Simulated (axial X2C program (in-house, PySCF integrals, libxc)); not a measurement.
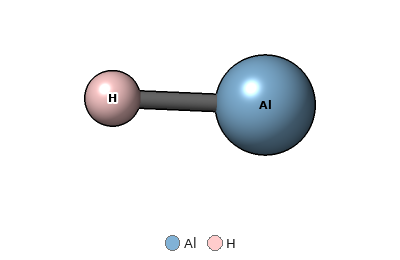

Figure 1. The molecule at the reference distance of 1.623 Å.

## Relativistic diatomic calculation for AlH⁺

- system: AlH⁺, single determinant with Ω = 1/2. The distance is the PBE0 minimum at charge 1.
- method: expectation values, HF and Kohn-Sham, two-component X2C with atomic mean-field Coulomb and Gaunt terms, Al dyall-av3z, H dyall-av3z (cores contracted) (axial X2C program (in-house, PySCF integrals, libxc))

### Output
```
two-component X2C + atomic mean field  PBE0
basis functions 91  fitting functions 476  grid points 4352
iter        total energy     max residual
   1       -241.904272483     8.92e-01
   2       -242.572536892     6.42e-01
   3       -242.948744907     1.09e-01
   4       -242.974650558     6.06e-02
   5       -242.980492028     8.38e-03
   6       -242.980775469     4.91e-03
   7       -242.980833317     1.51e-03
   8       -242.980840680     4.19e-04
   9       -242.980841800     1.28e-04
  10       -242.980841859     3.11e-05
  11       -242.980841864     1.08e-05
  12       -242.980841864     2.33e-06
converged
one-electron -342.06835092  Coulomb 113.53495914  exact exchange -4.56908634  xc functional -14.08893945  nuclear repulsion 4.23863447  atomic mean-field constant -0.02805875
```

### Expectation values by level of theory

| quantity | PBE0 | HF | B3LYP |
| --- | --- | --- | --- |
| effective field for an electron dipole moment (GV/cm) | −0.195 | −0.225 | −0.196 |
| field gradient at the first nucleus (a.u.) | −1.17 | −1.28 | −1.14 |
| field gradient at the second nucleus (a.u.) | 0.0819 | 0.0828 | 0.0800 |
| A∥/gI, first nucleus (MHz) | 888 | 923 | 922 |
| A∥/gI, second nucleus (MHz) | 110 | 114 | 122 |

Each column comes from one determinant, in a basis with contracted cores. The spread over the levels shows only part of the uncertainty.

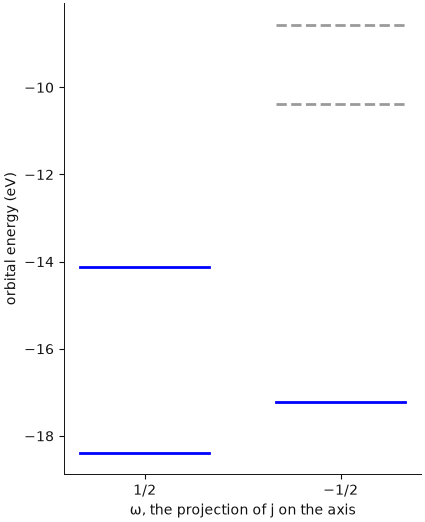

Figure 2. Orbital energies (PBE0) near the frontier at 1.62 Å, filled (solid) and empty (dashed). The highest filled spinor (1/2; 46 % Al p, 28 % Al s) lies at −14.12 eV, the lowest empty one (−1/2; 43 % Al p, 27 % Al s) at −10.38 eV.

### Input
```
{"zs": [13, 1], "q": 1, "bas": ["dyall-av3z", "dyall-av3z"], "r0": 1.58, "levels": ["PBE0", "HF", "B3LYP"], "nst": 1, "ff": 1, "thr": -3.5, "nmax": 130, "opt": {"ecut": 60}}
```

The line is the task of a batch: nuclear charges, charge, bases, the levels to run, a first guess of the distance and further settings. This report covers the levels named above. The log is that of the reference distance.

Launched within a batch (the task file carries these settings):
```bash
python <driver script> task.json out
```

### Summary

- outcome: converged
- hardware: 2 threads of Intel Xeon @ 2.50GHz (Skylake/Cascade Lake), 189 GiB of memory available, shared host
- wall time: 3.7 s (CPU time 7.5 s)
- peak memory: 0.21 GiB
